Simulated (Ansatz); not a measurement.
# CH3FOSi: energies of removing a hydrogen

A script is to give energies of removing a hydrogen; the system is CH3FOSi. SMILES: O=C[SiH2]F.

All numbers are computed with Ansatz 0.2.0 through its Python package. Level of theory: r2SCAN0/6-31G*.

## (1) The structure

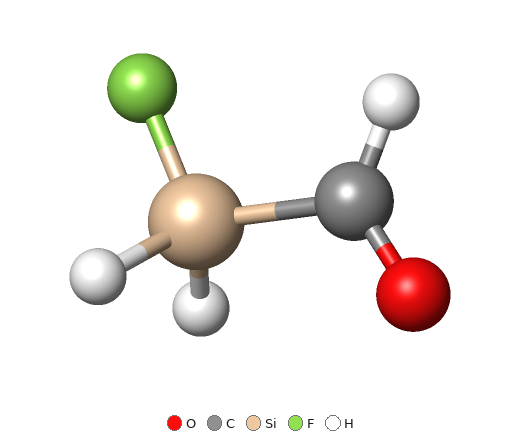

The structure that the script starts from, seen from a chosen angle (oxygen red, carbon grey, silicon light orange, fluorine green, hydrogen white).

No structure file is read: the coordinates are typed or built in the script.

## (2) The script

bde_ch3fosi.py reads:

```python
"""X-H bond energies of CH3FOSi without relaxation."""

import ansatz as az


def energy(molecule, charge=0, unpaired=0):
    calc = (
        molecule.calculation()
        .basis(gaussian="6-31G*")
        .functional("r2scan0")
    )
    if charge:
        calc = calc.charge(charge)
    if unpaired:
        calc = calc.spin("collinear", total=unpaired)
    report = calc.run(threads=1).report
    if report["published_state_doubts"]:
        print("  doubts:", report["published_state_doubts"])
    return report["free_energy_ev"]

GEOMETRY = """
O     0.64110   -1.82070    0.88070
C     0.16770   -1.13840   -0.08660
Si   -0.14420    0.70640    0.06230
F    -0.58760    1.27620   -1.33120
H    -0.05770   -1.59010   -1.08170
H    -1.12550    1.05010    1.11450
H     1.16750    1.44840    0.39610
"""

def without(molecule, index):
    rest = az.Crystal.molecule()
    for i, site in enumerate(molecule.cartesian_sites):
        if i != index:
            rest = rest.atom(site.symbol, site.position_ang)
    return rest


def main() -> None:
    system = az.Crystal.molecule()
    for line in GEOMETRY.strip().splitlines():
        symbol, *xyz = line.split()
        system = system.atom(symbol, [float(v) for v in xyz])

    whole = energy(system, 0)
    hydrogen = energy(az.Crystal.molecule().atom("H", (0, 0, 0)), 0, 1)
    print(f"E(molecule) = {whole:.5f} eV, E(H) = {hydrogen:.5f} eV")
    for index in [4, 6]:
        radical = energy(without(system, index), 0, 1)
        print(f"H{index}: homolysis {23.060548 * (radical + hydrogen - whole):.1f} kcal/mol")
        anion = energy(without(system, index), -1)
        print(f"H{index}: loss of a proton {23.060548 * (anion - whole):.1f} kcal/mol")


if __name__ == "__main__":
    main()
```

## (3) The calls as engine input

The package turns the script's settings into the engine's input (first run):

```yaml
crystal:
  periodic: [false, false, false]
  atoms:
    - { symbol: O, position_ang: [0.6411, -1.8207, 0.8807] }
    - { symbol: C, position_ang: [0.1677, -1.1384, -0.0866] }
    - { symbol: Si, position_ang: [-0.1442, 0.7064, 0.0623] }
    - { symbol: F, position_ang: [-0.5876, 1.2762, -1.3312] }
    - { symbol: H, position_ang: [-0.0577, -1.5901, -1.0817] }
    - { symbol: H, position_ang: [-1.1255, 1.0501, 1.1145] }
    - { symbol: H, position_ang: [1.1675, 1.4484, 0.3961] }
basis:
  gaussian:
    orbitals: "6-31G*"
hamiltonian:
  xc: r2scan0
```

## (4) Launch

On the command line:

```bash
$ python bde_ch3fosi.py
```

Standard output:

```text
E(molecule) = -13722.57801 eV, E(H) = -13.55743 eV
H4: homolysis 87.4 kcal/mol
H4: loss of a proton 406.2 kcal/mol
H6: homolysis 90.6 kcal/mol
H6: loss of a proton 380.4 kcal/mol
```

Wall time 26 s (1 thread of Arm Neoverse V2, shared host); peak memory 0.25 GiB.

## (5) What changed from run to run

The engine's inputs for some of the other runs:

Run 2, against run 1:

```diff
@@ -4,7 +4 @@
-    - { symbol: O, position_ang: [0.6411, -1.8207, 0.8807] }
-    - { symbol: C, position_ang: [0.1677, -1.1384, -0.0866] }
-    - { symbol: Si, position_ang: [-0.1442, 0.7064, 0.0623] }
-    - { symbol: F, position_ang: [-0.5876, 1.2762, -1.3312] }
-    - { symbol: H, position_ang: [-0.0577, -1.5901, -1.0817] }
-    - { symbol: H, position_ang: [-1.1255, 1.0501, 1.1145] }
-    - { symbol: H, position_ang: [1.1675, 1.4484, 0.3961] }
+    - { symbol: H, position_ang: [0.0, 0.0, 0.0] }
@@ -15,0 +10,3 @@
+magnetization:
+  spin_polarized: true
+  initial_magnetization: 1.0
```

Run 4, against run 1:

```diff
@@ -8 +7,0 @@
-    - { symbol: H, position_ang: [-0.0577, -1.5901, -1.0817] }
@@ -15,0 +15 @@
+total_charge: -1.0
```

Run 6, against run 1:

```diff
@@ -10 +9,0 @@
-    - { symbol: H, position_ang: [1.1675, 1.4484, 0.3961] }
@@ -15,0 +15 @@
+total_charge: -1.0
```

## (6) What the script built

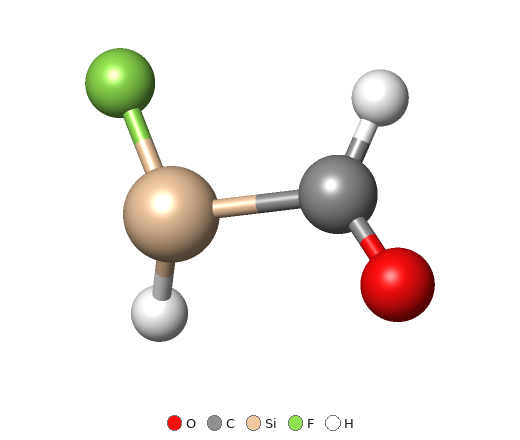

The system of run 6 as the script built it (6 atoms; oxygen red, carbon grey, silicon light orange, fluorine green, hydrogen white).

## (7) The engine's runs

From the records of these 6 runs:

```tsv
run	system	unpaired or total moment	energy (eV)	<S²>	SCF cycles	CPU time (s)
1	CH3FOSi	not set	-13722.5780	0.00	17	3.3
2	H	1	-13.5574	0.75	8	0.26
3	CH2FOSi	1	-13705.2286	0.76	29	8
4	CH2FOSi, charge -1	not set	-13704.9648	0.00	22	3.6
5	CH2FOSi	1	-13705.0918	0.78	28	7.3
6	CH2FOSi, charge -1	not set	-13706.0843	0.00	18	3.2
```

Totals carry meaning only in balanced differences at one level of theory.

## (8) What came out

```
                                              quantity                               value
weakest bond to hydrogen among those tried (homolysis)  H4 (counted from 0), 87.4 kcal/mol
            easiest loss of a proton among those tried                  H6, 380.4 kcal/mol
                                         runs compared                                   6
```

In words: Atoms are numbered as in the script, from 0. The fragments aren't relaxed and zero-point energy is left out, so these aren't bond dissociation enthalpies. Losing a bare proton in the gas phase costs far more than homolysis, as charges must be parted. All 6 runs converged, in 8 to 29 cycles. Notes:
- The geometry is a force-field or estimated start, not a minimum of this method, and the basis set is short of its limit. All parts are taken at fixed geometry, without zero-point energy.
- Anions want diffuse functions, which this basis lacks.
